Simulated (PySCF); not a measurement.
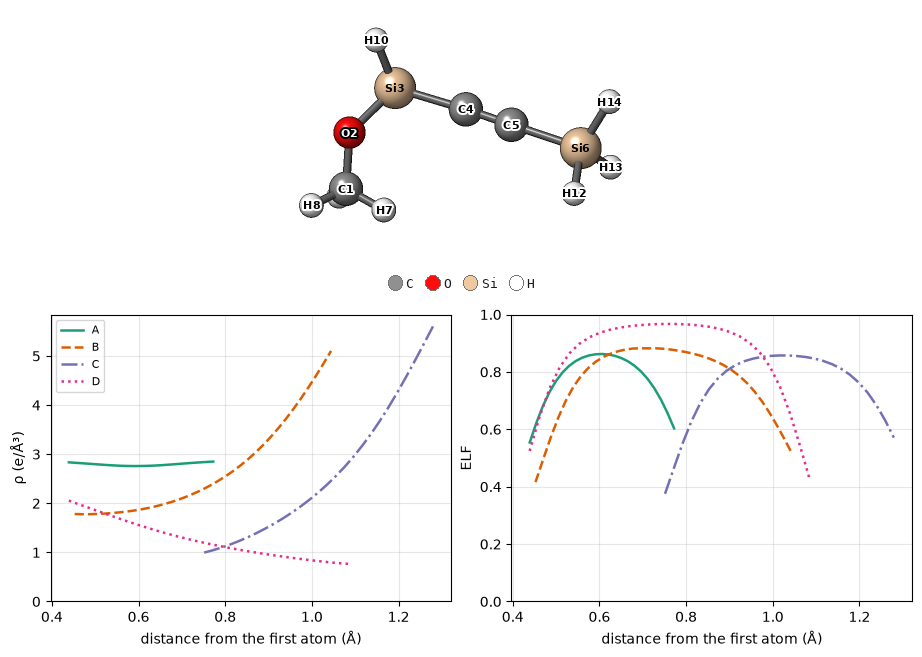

Figure 1: C3H8OSi2 (SMILES CO[SiH2]C#C[SiH3]). Electron density and electron localisation function along straight lines between neighbouring atoms. The curves leave out the atomic cores. The structure is drawn too.

Geometry: GFN2-xTB.

All numbers below come from PySCF 2.14.0, PBE0/pcSseg-1, SCF density, gas phase, non-relativistic.

```xyz
14

C    -2.6611    0.0208    0.3813
O    -2.1973    1.0609   -0.4197
Si   -0.9307    1.0926   -1.4366
C     0.6484    0.6482   -0.5647
C     1.6566    0.3441    0.0344
Si    3.1935   -0.1017    0.9597
H    -1.8726   -0.3406    1.0469
H    -3.4912    0.3986    0.9802
H    -3.0117   -0.8156   -0.2297
H    -0.9794    2.4935   -1.8256
H    -1.0812    0.1201   -2.5282
H     2.8872   -0.0731    2.3933
H     3.6086   -1.4482    0.5552
H     4.2302    0.8799    0.6312
```

**Which curve belongs to which contact (C–C, C–O, C–Si and Si–O)? The first atom named is at distance zero.**

Curve A: C–C (1.21 Å): ρ at the midpoint is about 2.8 e/Å³; the ELF peaks at about 0.85 between the atoms; a short, multiple covalent bond. Curve B: C–O (1.39 Å): ρ at the midpoint is about 2.1 e/Å³, with its minimum of 1.8 e/Å³ about 0.5 Å from C; the ELF peaks at about 0.90 between the atoms; a shared but strongly polarised pair. Curve C: Si–O (1.62 Å): ρ is about 1.2 e/Å³ halfway; the ELF peaks at about 0.85 between the atoms (a polar covalent bond). Curve D: C–Si (1.85 Å): ρ is about 0.93 e/Å³ halfway; the ELF peaks at about 0.95 between the atoms; a covalent bond.
